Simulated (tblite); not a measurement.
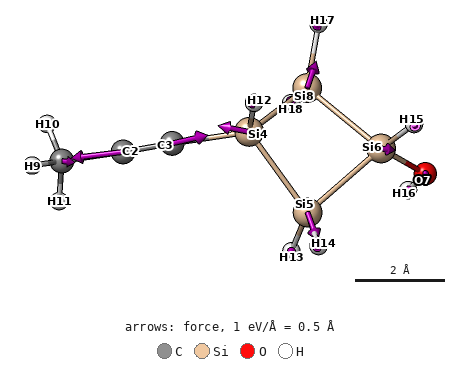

Starting geometry of C3H10OSi4 with the computed forces as purple arrows. Style: ball-and-stick. Shown from a free direction.

Computed with GFN2-xTB geometry optimisation, gas phase in tblite 0.8.0. 

Q: Is this structure relaxed? If not, where do the atoms go?

A: It isn't relaxed: the largest force vector, on a C atom, is 2.50 eV/Å. The final displacements have little in common with the starting forces (cosine between the two patterns 0.09). The energy falls by 0.652 eV in 117 geometry steps. The largest move after the best rigid fit is that of an H atom, 1.56 Å. Largest moves by element: H 1.56 Å, O 1.29 Å, Si 0.55 Å, C 0.53 Å. Some distances before and after: Si–Si 2.270 → 2.369 Å, Si–Si 2.294 → 2.358 Å, H–Si 1.491 → 1.464 Å, C–C 1.474 → 1.448 Å. Bond angles that change, for instance: O–Si–H 112.5° → 96.6°, C–Si–H 114.0° → 102.9°, H–Si–H 112.9° → 102.8°. Groups turn about Si–Si by about 35°, Si–Si by about 35°, Si–Si by about 35°. Cost: 1.5 s on 1 thread of Intel(R) Xeon(R) Platinum 8488C, on a shared host.
